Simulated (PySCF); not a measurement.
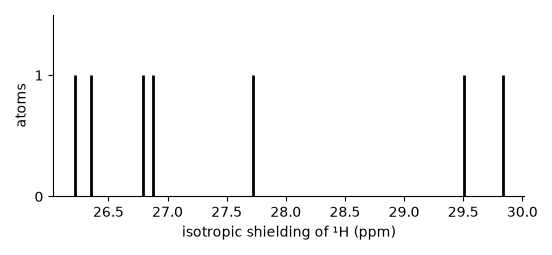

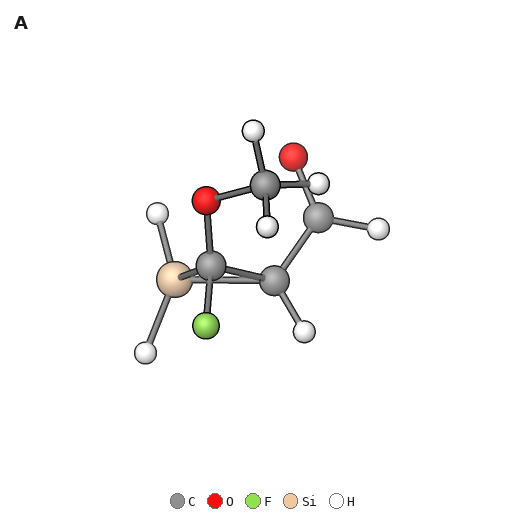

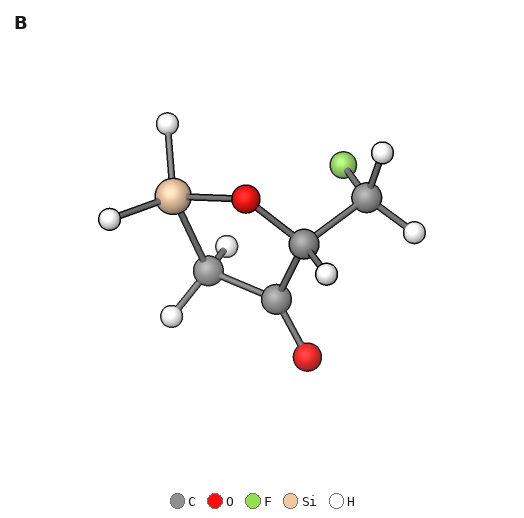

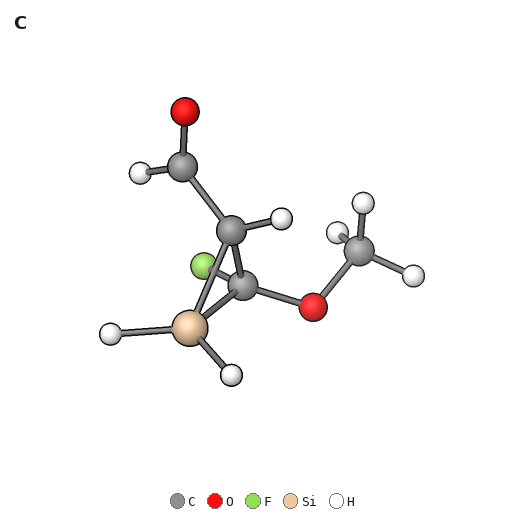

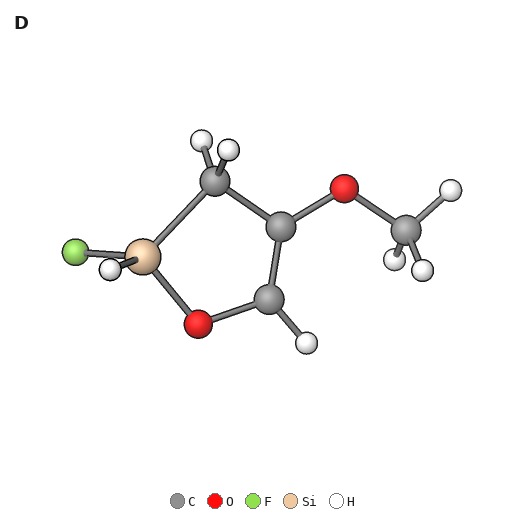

The sticks are computed shieldings of one of the molecules, for one fixed geometry (GFN2-xTB) without averaging over rotations. Low shielding means a high chemical shift. Method: GIAO PBE0/pcSseg-1 NMR shielding, non-relativistic, gas phase (PySCF 2.14.0).

Question: Match the spectrum to a structure.

Answer: B, `O=C1C[SiH2]O[C@@H]1CF`. Its 7 H atoms give lines at 26.21, 26.35, 26.79, 26.88, 27.72, 29.50, 29.84 ppm.

The geometry is semi-empirical. Around Si such bond lengths and angles can be off by a tenth of an ångström or more and by several degrees, and values that hang on the shape move with them.
